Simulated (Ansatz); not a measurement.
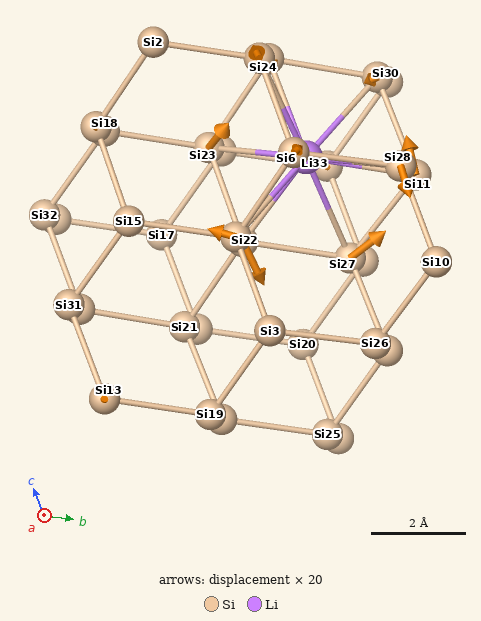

This is a relaxation of a defect cell of composition LiSi$_{32}$ (cell charge +1). The starting structure is drawn; orange arrows show the displacements, 20 times their true length.

A ball-and-stick model of the atoms within 5.8 Å of the atom that moves most (axes of the cell of the calculation), seen from a free direction.

Case: Li interstitial, charge +1, atoms relaxed at the host's cell.

All numbers below come from Ansatz, DFT PBE, scalar-relativistic, plane waves, PAW. Settings: plane-wave cutoff 420 eV; k-point mesh 2 × 2 × 2; occupations gaussian; smearing width 0.01 eV; mesh shifted by (0.5, 0.5, 0.5); no spin polarisation; atoms relaxed in a fixed cell; force threshold 0.025 eV/Å; at most 45 steps.

What happened in the run?

Answer. The largest move is that of a Si atom, 0.055 Å along [−2 0 −3]. Largest moves by element: Si 0.055 Å, Li 0.013 Å. The lattice vectors keep their values. Among the contacts that change: Si–Si 2.452 → 2.404 Å, Si–Si 2.360 → 2.404 Å, Si–Si 2.400 → 2.362 Å, Li–Si 2.786 → 2.748 Å. Among the angles between lasting bonds that change: Si–Si–Si 111.3° → 107.9°, Si–Si–Si 107.9° → 111.0°, Si–Si–Li 177.5° → 180.0°. Over 2 accepted moves (3 points after the start) the energy falls by 80.4 meV per cell of the calculation. The largest force component goes from 0.65 to 0.0023 eV/Å. 1 step only repeated the SCF at the same geometry. Cost: 47 s on 4 threads of Intel(R) Xeon(R) Platinum 8259CL CPU @ 2.50GHz (Skylake/Cascade Lake), with other jobs on the host, peak memory 1.5 GiB.

Limits of the set-up: the cell is charged, on a uniform background, and energies carry no finite-size correction.
